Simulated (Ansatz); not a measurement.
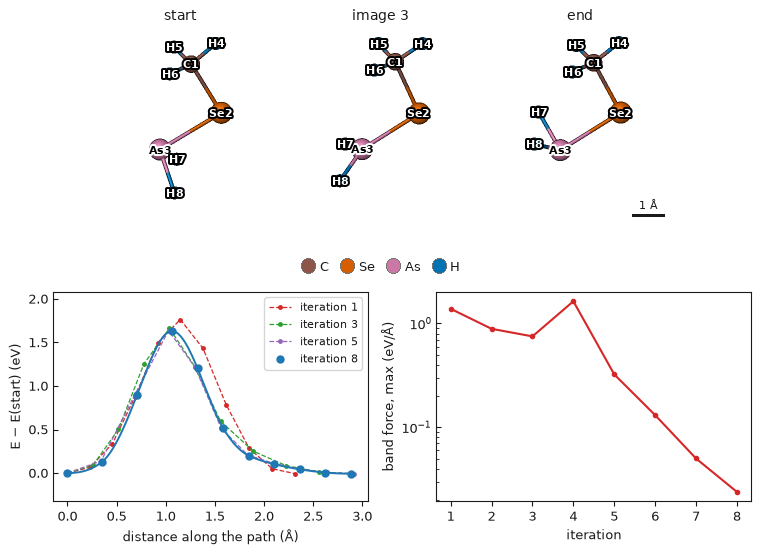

NEB run on CH5AsSe. Images are numbered from 0 (start) to 10 (end). The plot follows the band through its iterations. A ball-and-stick model, seen from a free direction.

Computed with Ansatz, RKS PBE-D4/def2-SVP. Set-up: 9 movable images; climbing image; force threshold 0.05 eV/Å; iteration limit 60; starting path by image-dependent pair potential.

> Judge this run.

The result is final at these settings. The band converged in 8 iterations. The largest component of the band force went from 1.4 to 0.024 eV/Å. The climbing image converged on the top of the path. Its vibrational analysis gives one imaginary mode (885i cm⁻¹), as a transition state must have. The first iteration put the highest image at 1.76 eV. The two ends have nearly the same energy, and the highest point, image 3, lies 1.63 eV above the start.

Cost: 44 s on 2 threads of AMD EPYC 9R45 96-Core Processor (Zen 5), with other jobs on the host, peak memory 0.17 GiB.
